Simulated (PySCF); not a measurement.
C4H13NSi (SMILES CN[Si](C)(C)C)

```yaml
atoms:
  - { symbol: Si, position_ang: [-0.0022, 0.4116, -0.0052] }
  - { symbol: C, position_ang: [0.0612, 0.3962, 1.8738] }
  - { symbol: H, position_ang: [-0.9521, 0.3560, 2.3018] }
  - { symbol: H, position_ang: [0.5616, 1.3025, 2.2507] }
  - { symbol: H, position_ang: [0.6263, -0.4689, 2.2564] }
  - { symbol: C, position_ang: [1.7673, 0.4506, -0.6577] }
  - { symbol: H, position_ang: [2.3183, 1.3352, -0.2988] }
  - { symbol: H, position_ang: [1.7794, 0.4677, -1.7595] }
  - { symbol: H, position_ang: [2.3265, -0.4426, -0.3341] }
  - { symbol: C, position_ang: [-0.9351, 1.9147, -0.6346] }
  - { symbol: H, position_ang: [-0.9602, 1.9398, -1.7362] }
  - { symbol: H, position_ang: [-0.4509, 2.8442, -0.2957] }
  - { symbol: H, position_ang: [-1.9736, 1.9186, -0.2691] }
  - { symbol: N, position_ang: [-0.8939, -0.9835, -0.5503] }
  - { symbol: C, position_ang: [-0.5524, -2.3486, -0.2405] }
  - { symbol: H, position_ang: [-1.4018, -0.8839, -1.4224] }
  - { symbol: H, position_ang: [0.2061, -2.7987, -0.9132] }
  - { symbol: H, position_ang: [-0.1473, -2.4129, 0.7823] }
  - { symbol: H, position_ang: [-1.4400, -3.0045, -0.2633] }
```

Geometry: PBE0-D3(BJ)/def2-SVP.

These are results of CAM-B3LYP/def2-SVPD, SCF density, gas phase (PySCF 2.14.0), not measurements.

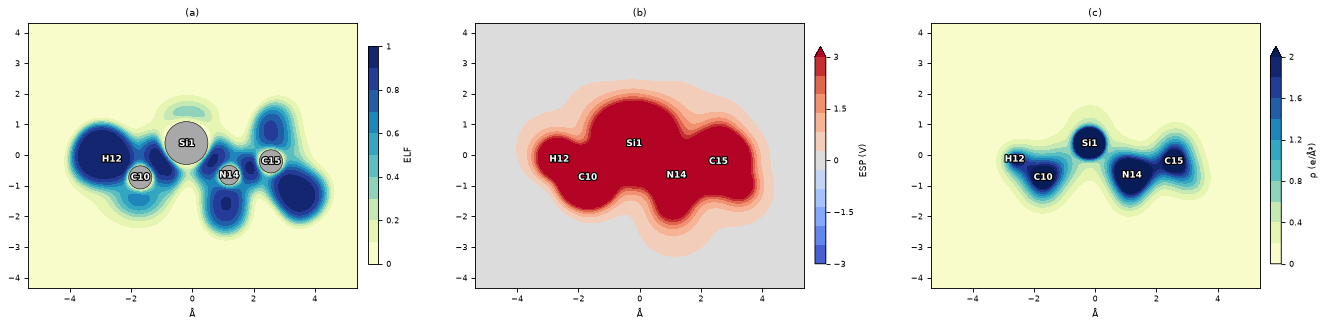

Figure 1. (a) electron localisation function; (b) molecular electrostatic potential; (c) total electron density on the plane of atoms C10, Si1 and N14. Grey discs cover the atomic cores in the ELF map.

What do the fields say about this system?

- Atoms in the plane: Si, C, H and N.
- C–N (1.44 Å): ρ is about 1.9 e/Å³ halfway; the ELF peaks at about 0.95 between the atoms: a shared electron pair.
- Si–N (1.74 Å): ρ at the midpoint is about 1.1 e/Å³; the ELF peaks at about 0.90 between the atoms (a polar covalent bond).
- C–Si (1.88 Å): ρ is about 0.97 e/Å³ halfway; the ELF peaks at about 1 between the atoms; a shared electron pair.
- C–H (1.10 Å): the density is about 1.9 e/Å³ at the midpoint; the ELF climbs to about 1 towards the hydrogen, as it does in any bond to H (an ordinary covalent bond to hydrogen).
- The potential has no marked negative region in this plane.

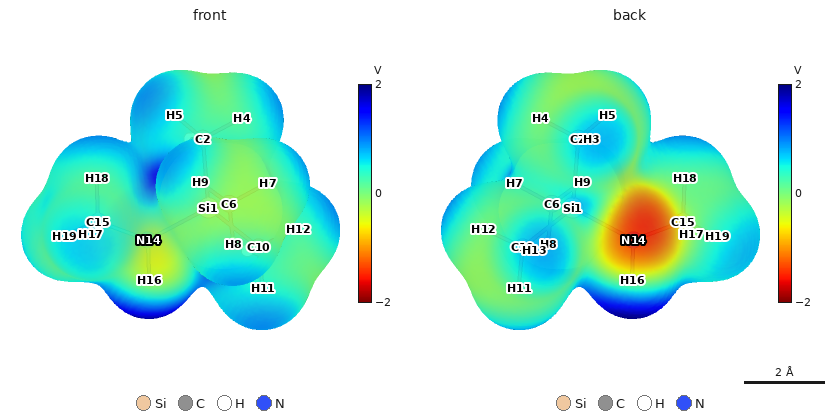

Figure 2. The molecular electrostatic potential painted on the density surface at 0.004 e/bohr³, seen from the front and from behind; red is negative and blue positive.

Where is the surface potential most negative and most positive?

The most negative region (about −1.4 V) lies over N14, the most positive (about +1.9 V) over H16. N14 is the likeliest acceptor of a hydrogen bond.
